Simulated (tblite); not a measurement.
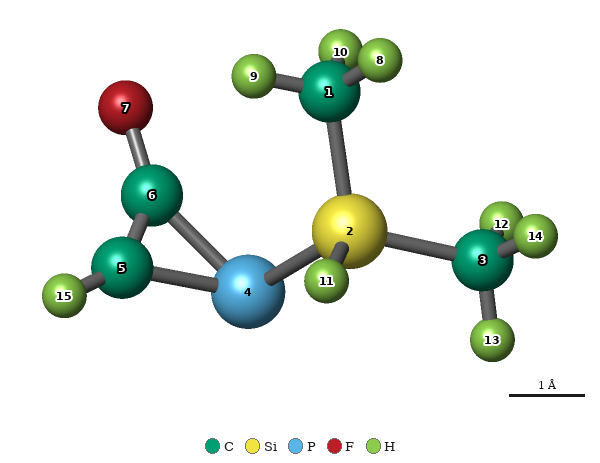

**Figure 1.** The structure as given in the input (ball-and-stick view, seen at a tilt; atoms are numbered from 1 in the order of the input). Bond lengths as drawn: C–C 1.30 Å, C–F 1.32 Å, C–H 1.07 to 1.09 Å, C–P 1.83 to 1.88 Å, C–Si 1.90 to 1.91 Å, H–Si 1.48 Å and P–Si 2.29 Å.

**Frequency calculation, with input and output: C4H8FPSi**

The run: frequency calculation of C4H8FPSi. Method and program: GFN2-xTB harmonic vibrations, gas phase (tblite 0.8.0).

**What the program printed**
```
mode    cm-1     km/mol
  1      12.4      0.39
  2      76.2      0.40
  3      97.6      0.13
  4     107.0      0.92
  5     118.6      0.46
  6     158.6      2.83
  7     174.4      4.76
  8     218.3      4.29
  9     304.5     10.60
 10     374.7      1.87
 11     432.8     18.45
 12     568.0    121.58
 13     595.8     88.15
 14     605.5     65.40
 15     622.3     13.71
 16     684.6     25.97
 17     701.7     13.51
 18     753.9     13.82
 19     798.0      2.56
 20     826.3    150.40
 21     832.8     94.15
 22     844.6    267.27
 23     866.2     20.03
 24    1047.5    193.69
 25    1364.6     13.04
 26    1367.9      8.85
 27    1477.4      0.32
 28    1480.7      0.34
 29    1481.4      0.33
 30    1485.8      0.91
 31    1811.1    132.71
 32    2136.7    274.05
 33    3028.2     16.80
 34    3032.9     20.11
 35    3037.5     27.87
 36    3043.3      4.26
 37    3046.1     20.10
 38    3051.3     33.95
 39    3174.9      2.77
```

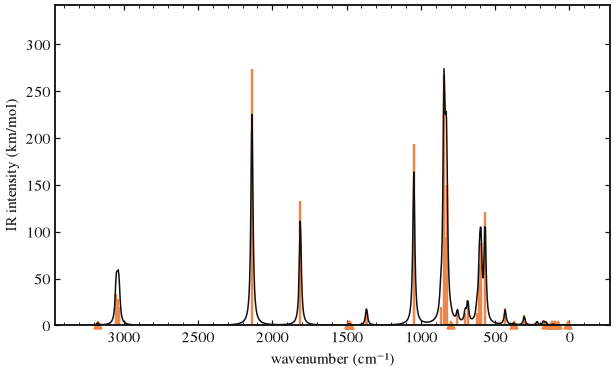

**Figure 2.** Harmonic infrared spectrum, unscaled: sticks (degenerate modes added up, dark ones marked on the axis) with a Lorentzian envelope of 16 cm⁻¹ full width, scaled to the tallest stick. 39 modes from 12 to 3175 cm⁻¹, none imaginary. The strongest line is at 2137 cm⁻¹ (274 km/mol).

The run was set up as follows.

**The input**
```
{"job": {"kind": "ir", "xc": "GFN2-xTB", "basis": "xTB"}, "charge": 0, "multiplicity": 1}
C     -0.488569     0.914794     1.254372
Si    -0.652146     0.021123    -0.424530
C     -1.945446    -1.371372    -0.352532
P      1.329902    -0.956268    -1.007915
C      2.431556     0.552214    -1.183158
C      2.490234     0.028930     0.005595
F      3.061610     0.159186     1.188791
H     -1.434742     1.336036     1.579457
H      0.229059     1.728430     1.189028
H     -0.143530     0.237126     2.031236
H     -1.035373     1.019806    -1.442014
H     -1.692457    -2.112960     0.399764
H     -2.011557    -1.883415    -1.307595
H     -2.929902    -0.981138    -0.116539
H      2.786947     1.315497    -1.835871
```

The first line tells a small driver script what to run in tblite; the rest is the geometry in Å.

Command:
```bash
OMP_NUM_THREADS=1 python <driver script> task.json out
```

**Summary**

```tsv
quantity	value
outcome	converged
total energy	−585.4167 eV
zero-point energy	65.5350 kcal/mol
hardware	1 CPU thread, shared host
peak memory	0.18 GiB
```
